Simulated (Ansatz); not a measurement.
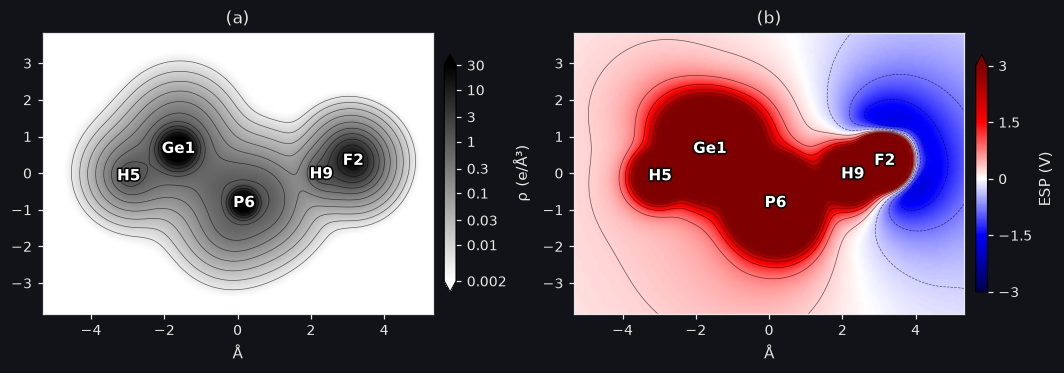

Figure 1: GeH5P···HF. (a) total electron density; (b) molecular electrostatic potential on the plane of atoms H5, Ge1 and P6.

Theory: RKS PBE0/def2-SVPD in Ansatz 0.2.0.

Input

```
crystal:
  periodic: [false, false, false]
  atoms:
    - { symbol: Ge, position_ang: [-0.528265, -0.246137, -0.240367] }
    - { symbol: F, position_ang: [0.210224, 1.150842, 2.18103] }
    - { symbol: H, position_ang: [0.693705, -0.892988, 0.419218] }
    - { symbol: H, position_ang: [-0.292729, 1.239, -0.540015] }
    - { symbol: H, position_ang: [-0.828746, -0.977325, -1.565867] }
    - { symbol: P, position_ang: [-2.287148, -0.471953, 1.207036] }
    - { symbol: H, position_ang: [-3.305779, -0.208188, 0.247452] }
    - { symbol: H, position_ang: [-2.384232, -1.888434, 1.102414] }
    - { symbol: H, position_ang: [-0.603931, 0.983082, 2.585] }
basis:
  gaussian: { orbitals: def2-SVPD }
hamiltonian:
  xc: pbe0
relax:
  f_tol: 0.03
  max_steps: 50
output:
  orbitals: {}
```

Command:

```sh
ansatz run input.yaml --threads 4 --pin off --max-ram 5120MiB --backend cpu --events-out ev --progress --plain --runs-dir out
```

The fields are those of the run's last geometry, not of the input's.

### Read the bonding off the picture.

The section cuts through Ge, F, H and P sites.
P6···H9 (2.25 Å): the density falls to about 0.18 e/Å³ on the way.
Ge–P (2.33 Å): ρ at the midpoint is about 0.65 e/Å³.
F–H (0.94 Å): the density is about 4.5 e/Å³ at the midpoint.
Ge–H (1.54 Å): ρ at the midpoint is about 1.1 e/Å³.
Outside the dense part of the complex the potential is most negative (−1.8 V) near F2.
